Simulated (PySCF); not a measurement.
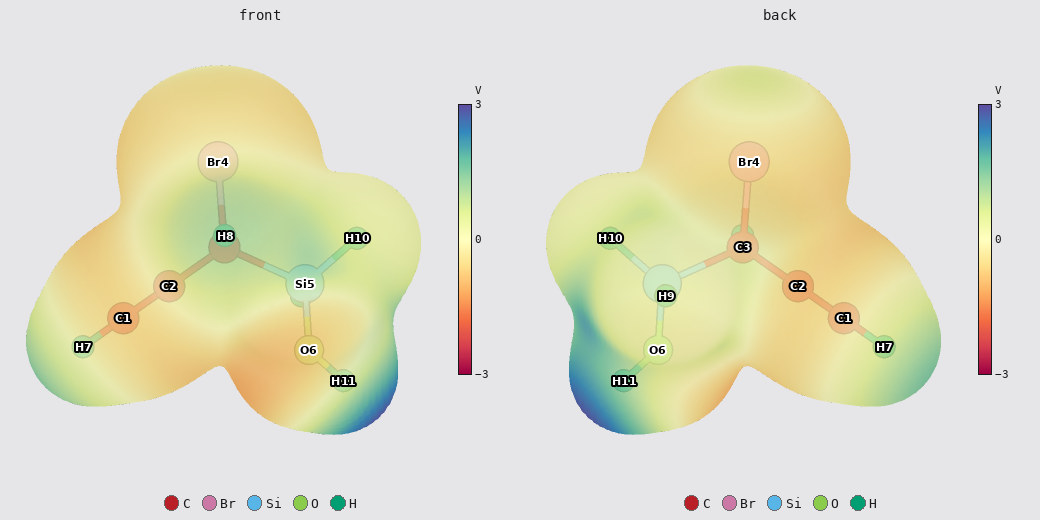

Figure. C₃H₅BrOSi. The molecular electrostatic potential painted on the density surface at 0.002 e/bohr³, seen from the front and from behind; red is negative and blue positive.

Geometry: GFN2-xTB.

Computed with PySCF 2.14.0, B3LYP/def2-SVPD, SCF density, gas phase.

```tsv
atom	x (Å)	y (Å)	z (Å)
C	2.4537	-0.5927	-0.3097
C	1.4755	0.0930	-0.2145
C	0.3069	0.8951	-0.0401
Br	0.5511	2.1060	1.5223
Si	-1.2676	-0.1175	0.3506
O	-1.4587	-0.9875	-1.0028
H	3.3087	-1.1887	-0.4247
H	0.1734	1.5666	-0.8881
H	-1.0194	-0.9504	1.5224
H	-2.3708	0.8159	0.5631
H	-2.1474	-1.6373	-1.1044
```

Question: Where is the surface potential most negative and most positive?

Answer: The most negative region (about −1.1 V) lies over O6, the most positive (about +2.8 V) over H11. Br4 shows a σ-hole: about +0.6 V at the tip opposite its bond, against about −0.6 V on its flanks. O6 is the likeliest acceptor of a hydrogen bond.

Question: How polar is the molecule by this calculation?

Answer: Its dipole moment is 2.45 D.
